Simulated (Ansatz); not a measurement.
Input

```
crystal:
  periodic: [false, false, false]
  atoms:
    - {symbol: Al, position_ang: [0.476377, -0.184145, 0.068315]}
    - {symbol: B, position_ang: [-1.062519, 1.102586, 2.359871]}
    - {symbol: "N", position_ang: [-0.424695, 0.569206, 1.410217]}
    - {symbol: H, position_ang: [-1.659783, 1.602061, 3.249108]}
    - {symbol: H, position_ang: [1.076788, -1.635587, 0.272109]}
    - {symbol: H, position_ang: [0.647156, 0.622575, -1.283997]}
basis:
  gaussian:
    orbitals: def2-TZVPD
total_charge: 0
hamiltonian:
  xc: pbe0
output: {forces: true, orbitals: {seedname: orbitals}}
```

Run with:

```sh
ansatz run input.yaml --threads 1 --pin off --max-ram 2610MiB --events-out events.jsonl --progress --plain --runs-dir runs
```

Geometry: r2SCAN-D4/def2-SVP.

Method: Ansatz, isolated molecule in a Gaussian basis; Kohn-Sham density functional theory, functional PBE0.

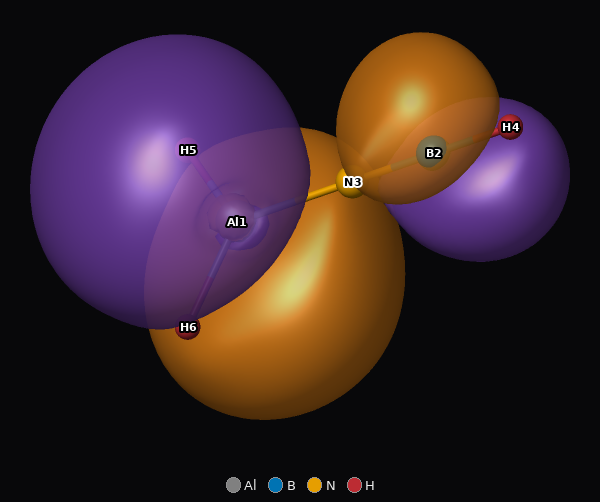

AlBH$_{3}$N (SMILES B=[N][AlH2]). The LUMO at ±0.06 Å⁻³ᐟ² (orange and purple are the two phases), seen at a tilt.

Q: Describe this orbital and give its energy.

A: By Hirshfeld shares it lies mainly on Al1 (about 70 %) and B2 (about 15 %); it changes sign across the molecular plane (π type). Its energy is −1.33 eV.
